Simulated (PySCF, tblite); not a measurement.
# C5H12Si: geometry, infrared bands and NMR shifts

What infrared bands and NMR shifts should C5H12Si (`C=CC[SiH2]CC`) show?

Computed with tblite 0.8.0 and PySCF 2.14.0, with density-fitted response routines of our own, on a single molecule in the gas phase. Atoms are numbered from 0 throughout.

### Step 1. The molecule as given

18 atoms, charge 0, multiplicity 1; geometry from: force field or distance geometry start.

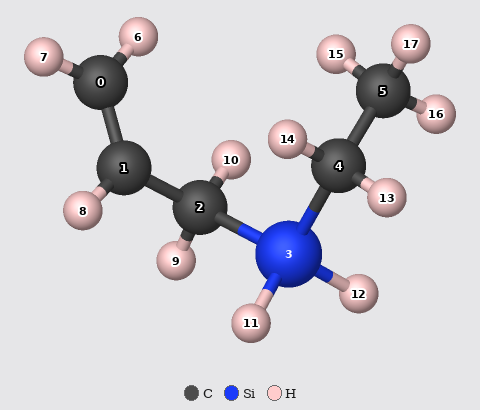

As it starts; carbon dark grey, silicon blue, hydrogen pink, atoms numbered.

### Step 2. Optimising the geometry with GFN2-xTB

The job: settings as JSON, then the geometry in Å.

```
{"job": {"kind": "relax", "xc": "GFN2-xTB", "basis": "xTB"}, "charge": 0, "multiplicity": 1}
C      2.152900    -0.598500     1.432400
C      2.004100    -0.158100     0.163400
C      1.069500    -0.771000    -0.823300
Si    -0.285000     0.398000    -1.455300
C     -1.392900     0.977500    -0.045600
C     -2.143200    -0.113000     0.699800
H      1.557100    -1.418400     1.818300
H      2.862500    -0.123700     2.111600
H      2.641100     0.657700    -0.166100
H      1.642600    -1.109300    -1.683500
H      0.577600    -1.661900    -0.409600
H      0.332400     1.564100    -2.109300
H     -1.115800    -0.312300    -2.451700
H     -2.120300     1.678900    -0.472700
H     -0.788200     1.558000     0.661700
H     -1.449000    -0.809500     1.197900
H     -2.787200    -0.684800     0.037800
H     -2.766800     0.325800     1.482500
```

Run with:

```sh
> OMP_NUM_THREADS=1 python probes_run.py task.json out
```

One launch serves the whole session: the jobs run in the order shown.

The log of the run:

```text
step      E/eV     max force
  0    -503.52977    1.813
  1    -503.55853    1.369
  2    -503.57727    0.281
  3    -503.58199    0.187
  4    -503.58680    0.164
  5    -503.58939    0.172
  6    -503.59216    0.118
  7    -503.59373    0.103
  8    -503.59506    0.098
  9    -503.59608    0.092
 10    -503.59702    0.081
 11    -503.59786    0.083
 12    -503.59862    0.075
 13    -503.59921    0.061
 14    -503.59964    0.051
 15    -503.59999    0.057
 16    -503.60032    0.047
 17    -503.60063    0.053
 18    -503.60092    0.049
 19    -503.60118    0.037
 20    -503.60146    0.041
 21    -503.60173    0.053
 22    -503.60198    0.040
 23    -503.60219    0.039
 24    -503.60236    0.034
 25    -503.60255    0.040
 26    -503.60277    0.046
 27    -503.60306    0.062
 28    -503.60338    0.069
 29    -503.60362    0.044
 30    -503.60378    0.029
 31    -503.60392    0.032
 32    -503.60411    0.060
 33    -503.60436    0.074
 34    -503.60465    0.062
 35    -503.60491    0.032
 36    -503.60512    0.033
 37    -503.60530    0.035
 38    -503.60548    0.041
 39    -503.60567    0.033
 40    -503.60587    0.035
 41    -503.60611    0.035
 42    -503.60637    0.044
 43    -503.60659    0.037
 44    -503.60675    0.028
 45    -503.60690    0.030
 46    -503.60709    0.036
 47    -503.60731    0.043
 48    -503.60749    0.034
 49    -503.60761    0.024
 50    -503.60770    0.024
 51    -503.60781    0.024
 52    -503.60794    0.033
 53    -503.60807    0.030
 54    -503.60819    0.028
 55    -503.60832    0.028
 56    -503.60847    0.024
 57    -503.60864    0.029
 58    -503.60880    0.031
 59    -503.60894    0.032
 60    -503.60908    0.029
 61    -503.60925    0.035
 62    -503.60942    0.035
 63    -503.60956    0.025
 64    -503.60966    0.025
 65    -503.60974    0.024
 66    -503.60985    0.034
 67    -503.60994    0.030
 68    -503.61001    0.016
 69    -503.61004    0.015
 70    -503.61007    0.015
 71    -503.61011    0.018
 72    -503.61015    0.021
 73    -503.61019    0.017
 74    -503.61020    0.009
```

Wall time 0.72 s (1 thread of Arm Neoverse N1, shared host); peak memory 0.18 GiB.

Along the way: (not every step is listed)

| step | energy from step 0 (eV) | largest force (eV/Å) |
| --- | --- | --- |
| 0 | 0.0000 | 1.8128 |
| 1 | -0.0288 | 1.3693 |
| 2 | -0.0475 | 0.2812 |
| 3 | -0.0522 | 0.1874 |
| 4 | -0.0570 | 0.1636 |
| 5 | -0.0596 | 0.1717 |
| 6 | -0.0624 | 0.1182 |
| 7 | -0.0640 | 0.1028 |
| 8 | -0.0653 | 0.0981 |
| 14 | -0.0699 | 0.0510 |
| 20 | -0.0717 | 0.0414 |
| 26 | -0.0730 | 0.0461 |
| 32 | -0.0743 | 0.0597 |
| 38 | -0.0757 | 0.0406 |
| 44 | -0.0770 | 0.0277 |
| 50 | -0.0779 | 0.0236 |
| 56 | -0.0787 | 0.0243 |
| 62 | -0.0797 | 0.0346 |
| 68 | -0.0802 | 0.0162 |
| 69 | -0.0803 | 0.0154 |
| 70 | -0.0803 | 0.0145 |
| 71 | -0.0803 | 0.0184 |
| 72 | -0.0804 | 0.0210 |
| 73 | -0.0804 | 0.0166 |
| 74 | -0.0804 | 0.0090 |

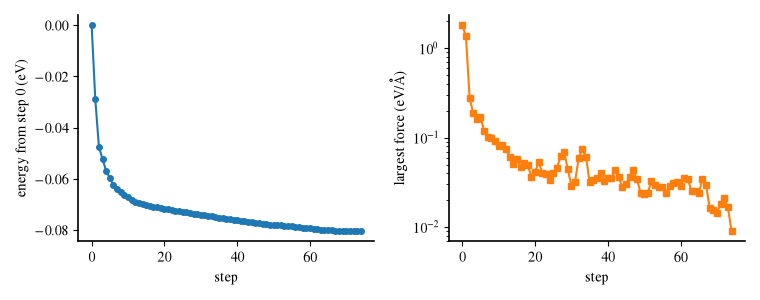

Energy and force, step by step.

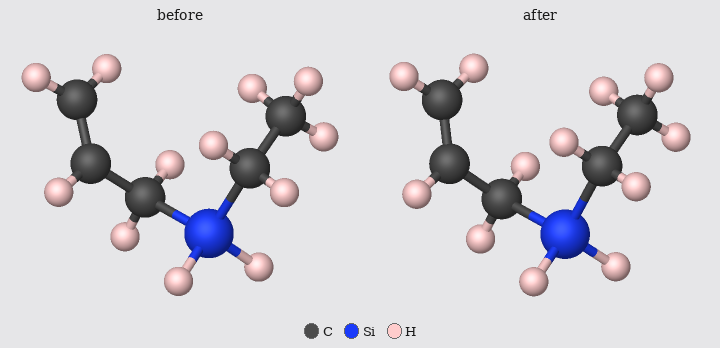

The geometry before (left) and after (right).

Close pairs (by a distance rule), those that changed most:

| bond | before (Å) | after (Å) | change (Å) |
| --- | --- | --- | --- |
| C0–C1 | 1.351 | 1.321 | -0.030 |
| Si3–C4 | 1.884 | 1.904 | +0.020 |
| C2–Si3 | 1.898 | 1.915 | +0.018 |
| C5–H15 | 1.102 | 1.087 | -0.015 |
| C0–H7 | 1.091 | 1.077 | -0.014 |
| Si3–H12 | 1.479 | 1.470 | -0.009 |
| C2–H10 | 1.099 | 1.090 | -0.008 |
| C4–C5 | 1.519 | 1.526 | +0.006 |

The end geometry stands in the next job.

### Step 3. Vibrational analysis with GFN2-xTB

The job: settings as JSON, then the geometry in Å.

```
{"job": {"kind": "ir", "xc": "GFN2-xTB", "basis": "xTB"}, "charge": 0, "multiplicity": 1}
C      1.960591    -0.492148     1.426122
C      1.959042    -0.194269     0.138809
C      1.072667    -0.821326    -0.877039
Si    -0.279101     0.395915    -1.477040
C     -1.315907     0.988854     0.005485
C     -2.044332    -0.143533     0.722633
H      1.314229    -1.254014     1.832145
H      2.608163     0.003764     2.129082
H      2.620980     0.575696    -0.237778
H      1.666747    -1.128830    -1.738542
H      0.608563    -1.717412    -0.463778
H      0.355889     1.552814    -2.122527
H     -1.132028    -0.302417    -2.449457
H     -2.048893     1.722744    -0.333460
H     -0.671518     1.503147     0.721210
H     -1.333737    -0.857884     1.130957
H     -2.703341    -0.671598     0.036715
H     -2.646775     0.240150     1.544806
```

The log of the run:

```text
mode    cm-1     km/mol
  1      33.3      0.08
  2      72.3      0.08
  3      79.5      0.02
  4     152.6      0.51
  5     220.0      0.16
  6     240.7      0.38
  7     288.0      2.79
  8     406.9      2.48
  9     478.0     67.22
 10     579.8      2.07
 11     589.5     15.99
 12     654.3     91.25
 13     689.7     37.00
 14     735.4     38.39
 15     767.1     55.18
 16     786.7    282.81
 17     812.4    225.18
 18     881.2      7.86
 19     955.9     11.55
 20     980.8     20.98
 21    1021.3      5.54
 22    1021.8      9.36
 23    1056.6     27.72
 24    1077.5      9.21
 25    1181.4     41.30
 26    1210.4     10.82
 27    1243.4      5.09
 28    1293.5      3.66
 29    1298.6      5.97
 30    1415.1      4.38
 31    1417.5      5.21
 32    1468.9      1.99
 33    1483.3      0.95
 34    1509.4      1.16
 35    1514.7      2.42
 36    1709.6     32.13
 37    2205.1    454.58
 38    2216.3    223.42
 39    2967.8     44.26
 40    2974.0     43.48
 41    2982.4     15.66
 42    2987.6     36.07
 43    3012.1     54.81
 44    3027.9     48.48
 45    3039.3     25.81
 46    3046.0     51.06
 47    3091.8     30.57
 48    3119.5     60.81
```

Run time: 0.96 s. Hardware: 1 thread of Arm Neoverse N1, shared host; peak memory 0.18 GiB.

The strongest bands and the atoms that carry them (share of the mass-weighted mode):

| cm⁻¹ | km/mol | atoms |
| --- | --- | --- |
| 478 | 67.2 | H11 32 %, H12 29 %, Si3 20 % |
| 654 | 91.2 | H12 33 %, H11 33 % |
| 767 | 55.2 | C2 23 %, H11 23 %, H10 16 %, H12 13 % |
| 787 | 282.8 | H12 28 %, H11 22 %, Si3 16 % |
| 812 | 225.2 | H9 21 %, C2 20 %, Si3 16 %, H10 12 % |
| 2205 | 454.6 | H12 81 %, H11 16 % |
| 2216 | 223.4 | H11 81 %, H12 16 % |
| 3120 | 60.8 | H7 73 %, H6 16 % |

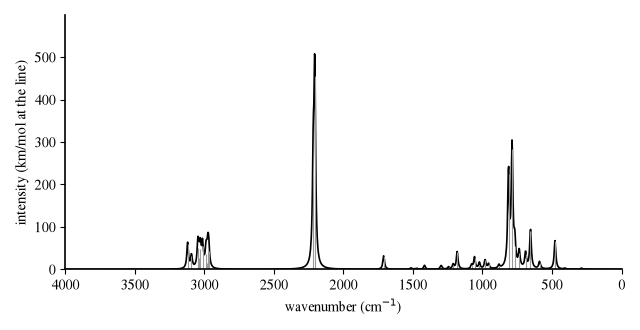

The infrared spectrum from these modes, unscaled. Lines are broadened to a width of 14 cm⁻¹ (Lorentzian).

### Step 4. Shielding tensors: PBE0/pcSseg-1

Settings changed since step 3:

```diff
@@ -1,2 +1,2 @@
-{"job": {"kind": "ir", "xc": "GFN2-xTB", "basis": "xTB"}, "charge": 0, "multiplicity": 1}
+{"job": {"kind": "nmr", "xc": "PBE0", "basis": "pcSseg-1"}, "charge": 0, "multiplicity": 1}
 C      1.960591    -0.492148     1.426122
```

With the program's defaults for keys left out, this is: GIAO PBE0/pcSseg-1 NMR shielding, non-relativistic, gas phase.

The log of the run:

```text
coarse grid: 14496 points
cycle   1  E = -486.7289875871  dE =  3.173e-01  |g| = 4.620e-01  |ddm| = 3.580e+00
cycle   2  E = -486.7133221681  dE =  1.567e-02  |g| = 5.254e-01  |ddm| = 8.424e-01
cycle   3  E = -486.7865196760  dE = -7.320e-02  |g| = 3.231e-02  |ddm| = 4.845e-01
cycle   4  E = -486.7867538592  dE = -2.342e-04  |g| = 1.423e-02  |ddm| = 4.916e-02
cycle   5  E = -486.7868026800  dE = -4.882e-05  |g| = 4.615e-03  |ddm| = 1.652e-02
cycle   6  E = -486.7868081830  dE = -5.503e-06  |g| = 8.714e-04  |ddm| = 4.959e-03
final grid: 132432 points
cycle   7  E = -486.8226873857  dE = -3.207e-05  |g| = 8.304e-03  |ddm| = 2.443e-02
cycle   8  E = -486.8226779789  dE =  9.407e-06  |g| = 1.026e-02  |ddm| = 1.559e-02
cycle   9  E = -486.8227053630  dE = -2.738e-05  |g| = 1.125e-03  |ddm| = 8.885e-03
cycle  10  E = -486.8227056596  dE = -2.966e-07  |g| = 2.890e-04  |ddm| = 1.005e-03
cycle  11  E = -486.8227056807  dE = -2.108e-08  |g| = 6.471e-05  |ddm| = 3.073e-04
cycle  12  E = -486.8227056817  dE = -1.008e-09  |g| = 2.037e-05  |ddm| = 7.904e-05
cycle  13  E = -486.8227056818  dE = -1.053e-10  |g| = 3.613e-06  |ddm| = 2.237e-05
converged SCF energy = -486.8227056818

GIAO shielding tensors (ppm)
atom      isotropic    diamagn.    paramagn.     s11        s22        s33       span
  0 C       67.297     255.154    -187.857    -44.840     90.210    156.520    201.360
  1 C       43.226     258.130    -214.904    -77.481     45.936    161.223    238.704
  2 C      166.234     253.040     -86.806    148.686    157.379    192.638     43.952
  3 Si     390.615     881.190    -490.575    352.028    388.836    430.981     78.953
  4 C      183.379     252.845     -69.466    173.760    183.354    193.023     19.263
  5 C      176.270     248.351     -72.081    168.078    173.615    187.117     19.039
  6 H       26.380      32.596      -6.216     22.618     26.001     30.520      7.901
  7 H       26.498      29.658      -3.161     23.380     25.631     30.481      7.101
  8 H       25.658      31.653      -5.994     23.381     25.396     28.199      4.817
  9 H       29.944      30.184      -0.239     25.596     27.765     36.472     10.876
 10 H       29.811      33.231      -3.420     27.495     28.239     33.699      6.204
 11 H       27.609      30.262      -2.653     24.031     25.682     33.115      9.085
 12 H       27.647      30.151      -2.504     24.307     25.663     32.970      8.663
 13 H       31.133      30.615       0.518     25.697     29.062     38.638     12.941
 14 H       30.775      33.443      -2.668     27.356     28.518     36.452      9.096
 15 H       30.729      33.001      -2.272     25.339     30.767     36.080     10.741
 16 H       30.893      30.378       0.515     26.514     28.804     37.360     10.846
 17 H       30.351      29.348       1.003     25.305     27.543     38.206     12.901
```

Run time: 41 s. Hardware: 1 thread of Arm Neoverse N1, shared host; peak memory 0.85 GiB.

Shifts follow as δ = σ(reference) − σ, with reference shieldings (ppm) from runs at the same level and on the same kind of geometry: 1H TMS 31.72, 13C TMS 186.9, 29Si TMS 349.2. The references are single molecules in the gas phase. Atoms listed in one row are averaged.

| atoms | environment | σ (ppm) | δ (ppm) | δ scaled to CDCl3 |
| --- | --- | --- | --- | --- |
| C1 | alkene CH | 43.2 | 143.7 | 138.3 |
| C0 | terminal =CH2 carbon | 67.3 | 119.6 | 114.8 |
| C2 | allylic sp3 CH2 bonded to Si | 166.2 | 20.7 | 18.3 |
| C5 | methyl carbon | 176.3 | 10.7 | 8.5 |
| C4 | sp3 CH2 bonded to Si | 183.4 | 3.5 | 1.5 |
| H8 | hydrogen on an alkene CH | 25.66 | 6.06 | 5.82 |
| H6 | hydrogen on a terminal =CH2 carbon | 26.38 | 5.34 | 5.14 |
| H7 | hydrogen on a terminal =CH2 carbon | 26.50 | 5.22 | 5.03 |
| H11, H12 | hydrogen on a silicon bonded to 2 C | 27.63 | 4.09 | – |
| H9, H10 | hydrogen on an allylic sp3 CH2 bonded to Si | 29.88 | 1.84 | 1.84 |
| H15, H16, H17 | hydrogen on a methyl carbon | 30.66 | 1.06 | 1.10 |
| H13, H14 | hydrogen on an sp3 CH2 bonded to Si | 30.95 | 0.76 | 0.82 |
| Si3 | silicon bonded to 2 C, 2 H | 390.6 | -41.5 | – |

The scaled column applies a straight-line fit of computed shieldings to shifts measured in CDCl3 (root-mean-square error 0.16 ppm for H, 1.9 ppm for C).

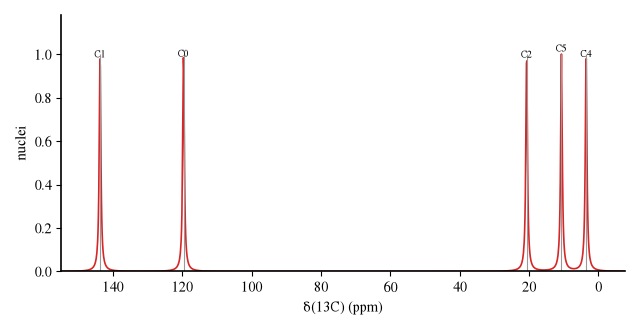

13C lines at the computed shifts, without couplings. Lines are broadened to a width of 0.56 ppm (Lorentzian).

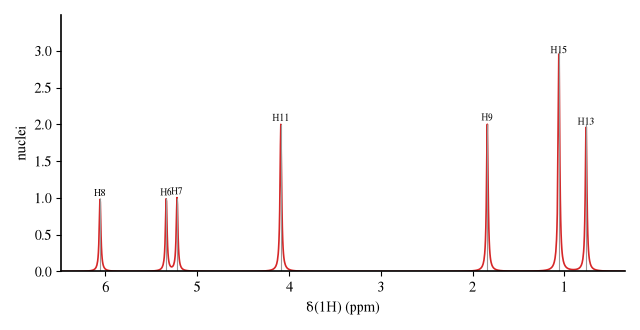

1H lines at the computed shifts, without couplings. Lines are broadened to a width of 0.02 ppm (Lorentzian).

The run also stored atomic charges by several schemes (e):

| atoms | Mulliken | IAO | Hirshfeld | ESP fit |
| --- | --- | --- | --- | --- |
| C0 | -0.16 | -0.34 | -0.11 | -0.53 |
| C1 | -0.25 | -0.12 | -0.04 | -0.03 |
| C2 | -0.48 | -0.54 | -0.15 | -0.36 |
| Si3 | 0.65 | 0.76 | 0.34 | 0.37 |
| C4 | -0.56 | -0.53 | -0.16 | -0.07 |
| C5 | -0.30 | -0.41 | -0.12 | -0.11 |

Hirshfeld charges:

C0 -0.11; C1 -0.04; C2 -0.15; Si3 0.34; C4 -0.16; C5 -0.12; H6 0.04; H7 0.04; H8 0.04; H9 0.04; H10 0.04; H11 -0.08; H12 -0.08; H13 0.04; H14 0.03; H15 0.04; H16 0.04; H17 0.04

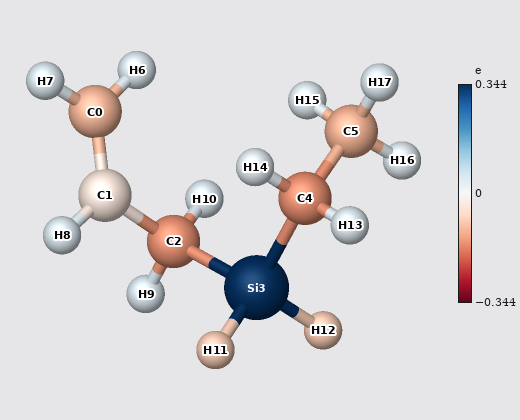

Hirshfeld charges, as colours on the atoms.

Mayer bond orders: C0–C1 1.97, C1–C2 1.04, C2–Si3 0.88, Si3–C4 0.93, C4–C5 1.05.

### Step 5. What came out

```
                                                              quantity                                         value
                             strongest single infrared mode (GFN2-xTB)                         2205 cm⁻¹, 455 km/mol
                                          zero-point energy (GFN2-xTB)                                 94.3 kcal/mol
                                13C shifts against TMS (PBE0/pcSseg-1)             143.7, 119.6, 20.7, 10.7, 3.5 ppm
1H shifts against TMS (PBE0/pcSseg-1, means over atoms taken as alike)  6.06, 5.34, 5.22, 4.09, 1.84, 1.06, 0.76 ppm
                               29Si shifts against TMS (PBE0/pcSseg-1)                                     -41.5 ppm
```

The optimisation took 74 steps and gained 0.080 eV; among the close pairs (by a distance rule), C0–C1 changed most, from 1.351 to 1.321 Å. No mode is imaginary among the 48: a minimum at this level. The strongest single mode, at 2205 cm⁻¹, moves mainly H12. Unscaled tight-binding wavenumbers are off by several per cent, some by more. Its intensities can rank the bands wrongly. The most deshielded carbon is C1 (alkene CH), at 143.7 ppm: the olefinic region. The most deshielded hydrogen is H8 (hydrogen on an alkene CH), at 6.06 ppm: attached to an sp2 carbon and in the plane of the double bond. At PBE0/pcSseg-1: The largest span, 239 ppm, is at C1, where the paramagnetic term is -215 ppm.
